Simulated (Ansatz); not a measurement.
A series of calculations on CH$_{6}$BCl

Part 1: Relaxation

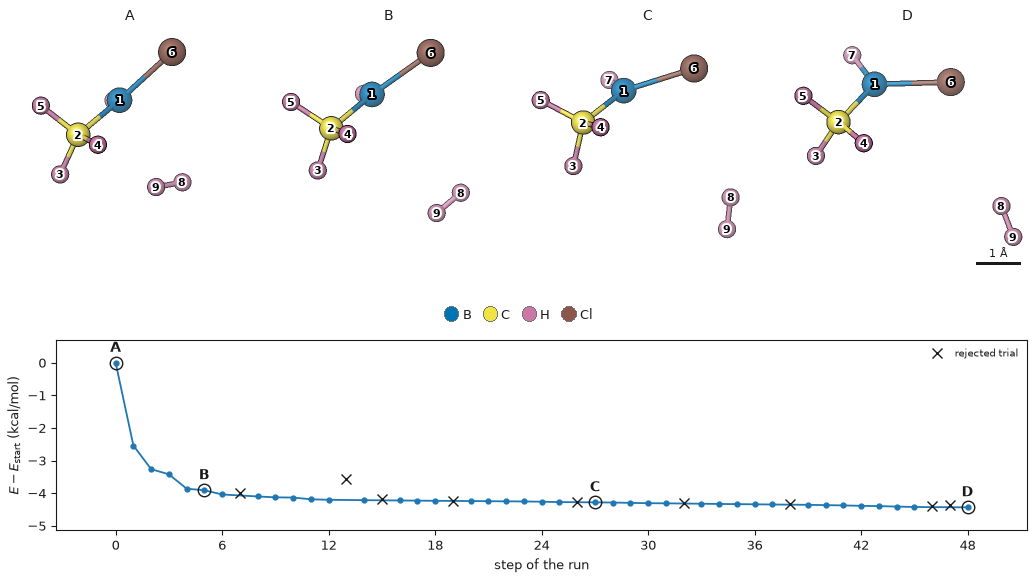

Frames of a relaxation of CH$_{6}$BCl, marked on the history of the run. The picture is a ball-and-stick view, seen at a tilt.

The run prepares an end point of a later path (reaction) calculation, from a guessed geometry.

The calculation used RKS PBE0/def2-SVP (Ansatz 0.2.0).

Input
```yaml
crystal:
  periodic: [false, false, false]
  atoms:
    - { symbol: B, position_ang: [0.049991, 0.14188, 0.285468] }
    - { symbol: C, position_ang: [0.069414, 0.208446, 1.865285] }
    - { symbol: H, position_ang: [-0.866588, -0.147072, 2.320743] }
    - { symbol: H, position_ang: [0.931739, -0.296289, 2.323635] }
    - { symbol: H, position_ang: [0.156627, 1.281833, 2.124006] }
    - { symbol: Cl, position_ang: [1.558003, 0.078951, -0.620428] }
    - { symbol: H, position_ang: [-0.957532, 0.261558, -0.365476] }
    - { symbol: H, position_ang: [-0.349013, -2.217217, 0.323845] }
    - { symbol: H, position_ang: [-0.36264, -1.88409, 0.960822] }
basis:
  gaussian: { orbitals: def2-SVP }
hamiltonian:
  xc: pbe0
relax:
  f_tol: 0.03
  max_steps: 50
```

Launched with:
```bash
ansatz run input.yaml --threads 1 --pin off --max-ram 2048MiB --backend cpu --events-out ev --progress --plain --runs-dir out
```

Q: What happens along the run?

A: After 39 accepted moves (48 points after the start) the energy has fallen by 4.43 kcal/mol. The largest force component goes from 1.6 to 0.0082 eV/Å. The line search rejected the trial steps at points 7, 13, 15, 19, 26, 32, 38, 46 and more of the run. The forces were under the threshold at step 14, but the run went on from there. The atom that moves furthest after the best rigid fit is H9 (2.17 Å). By element the largest moves are H 2.17 Å, Cl 0.90 Å, B 0.62 Å, C 0.48 Å. Among the contacts that change: H8–H9 0.719 → 0.761 Å, B1–C2 1.581 → 1.553 Å, C2–H3 1.100 → 1.106 Å, C2–H5 1.108 → 1.103 Å. Bond angles that change, for instance: B1–C2–H3 112.9° → 107.9°, B1–C2–H5 106.0° → 109.9°, H4–C2–H5 106.6° → 109.7°. Groups turn about B1–C2 by about 35°. The run took 68 s on 1 thread of Intel(R) Xeon(R) 6975P-C (Granite Rapids) (shared host), peak memory 0.18 GiB. From step 0 to 5: H9 moves most (0.84 Å), energy −3.91 kcal/mol. From step 5 to 27: H9 moves most (0.83 Å), energy −0.37 kcal/mol. From step 27 to 48: H7 moves most (0.77 Å), energy −0.15 kcal/mol.

Part 2: Relaxation

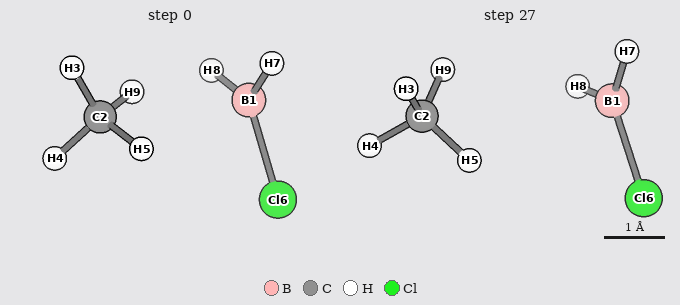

The structure of CH$_{6}$BCl before (left) and after (right) a relaxation, at one scale.

A ball-and-stick model, seen at a tilt.

The run prepares an end point of a later path (reaction) calculation, from a guessed geometry.

Computed with RKS PBE0/def2-SVP in Ansatz.

The input:
```yaml
crystal:
  periodic: [false, false, false]
  atoms:
    - { symbol: B, position_ang: [-0.026555, -0.440137, -0.501444] }
    - { symbol: C, position_ang: [-0.040147, -0.192906, 2.29067] }
    - { symbol: H, position_ang: [-0.972672, -0.184202, 2.869962] }
    - { symbol: H, position_ang: [0.78938, -0.556493, 2.911231] }
    - { symbol: H, position_ang: [0.183262, 0.820448, 1.934656] }
    - { symbol: Cl, position_ang: [1.563273, 0.171184, -0.892081] }
    - { symbol: H, position_ang: [-0.961782, 0.31376, -0.551888] }
    - { symbol: H, position_ang: [-0.142043, -1.609409, -0.284807] }
    - { symbol: H, position_ang: [-0.162717, -0.894245, 1.441599] }
basis:
  gaussian: { orbitals: def2-SVP }
hamiltonian:
  xc: pbe0
relax:
  f_tol: 0.03
  max_steps: 50
output:
  orbitals: {}
```

Run as
```bash
ansatz run input.yaml --threads 1 --pin off --max-ram 2048MiB --backend cpu --events-out ev --progress --plain --runs-dir out
```

What changed between the two?

The largest move after the best rigid fit is that of H9, 0.68 Å. Largest moves by element: H 0.68 Å, Cl 0.50 Å, B 0.44 Å, C 0.33 Å. Near-neighbour distances that change, for instance: C2–H9 1.108 → 1.099 Å, B1–H8 1.195 → 1.203 Å, B1–Cl6 1.748 → 1.742 Å. After 20 accepted moves (27 points after the start) the energy has fallen by 2.53 kcal/mol. The largest force component goes from 0.32 to 0.026 eV/Å. The line search rejected the trial steps at points 2, 10, 11, 17, 19, 25, 26 of the run. The forces were under the threshold at step 9, but the run went on from there. The run took 47 s on 1 thread of Intel(R) Xeon(R) 6975P-C (Granite Rapids) (shared host), peak memory 0.17 GiB.

Part 3: Path

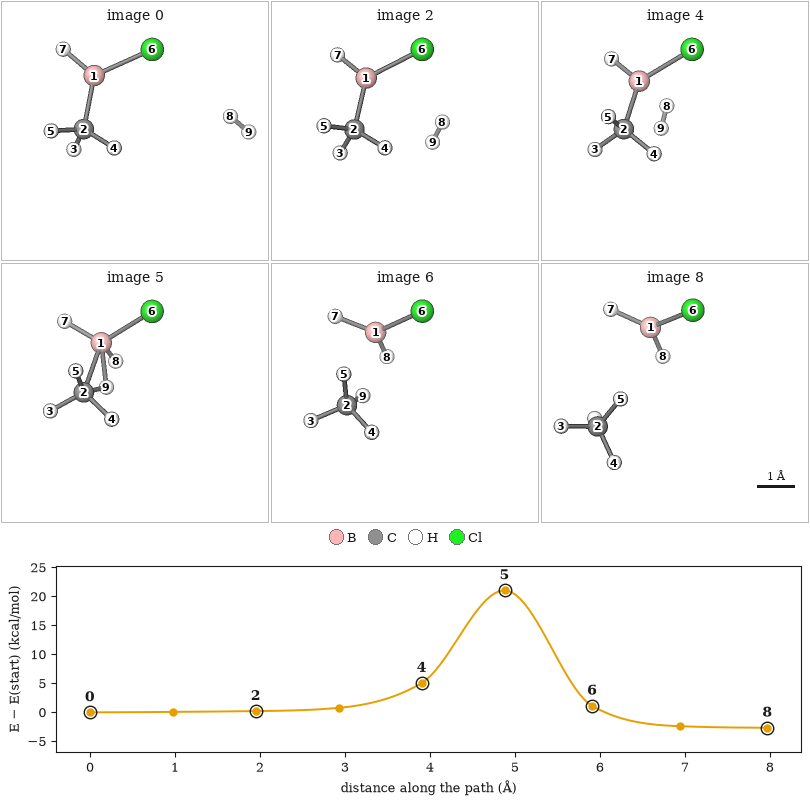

NEB run on CH₆BCl, made up at the start of CH₄BCl and H2. Images are numbered from 0 (start) to 8 (end). Style: ball-and-stick. Shown at a tilt.

The calculation used RKS PBE0/def2-SVP (Ansatz). Run with 7 movable images; climbing image; force threshold 0.05 eV/Å; iteration limit 60; starting path through a guess of the saddle point.

> Read off the barrier and say what moves.

Breaking: B1–C2 (1.55 → 1.75 at the top → 3.56 Å), H8–H9 (0.76 → 1.11 at the top → 2.97 Å). Forming: B1–H8 (4.05 → 1.29 at the top → 1.20 Å), C2–H9 (4.90 → 1.44 at the top → 1.10 Å). Forward barrier 21.0 kcal/mol, backward barrier 23.7 kcal/mol, with image 5 at the top; the reaction energy is −2.7 kcal/mol. The band converged in 15 iterations. The largest component of the band force went from 8.9 to 0.043 eV/Å. The climbing image converged on the top of the path. Its vibrational analysis gives one imaginary mode (1066i cm⁻¹), as a transition state must have.

Limits of the set-up: the start holds two separate molecules, 3.1 Å apart at their closest, whose relative position is a soft coordinate and is computed without a dispersion correction.
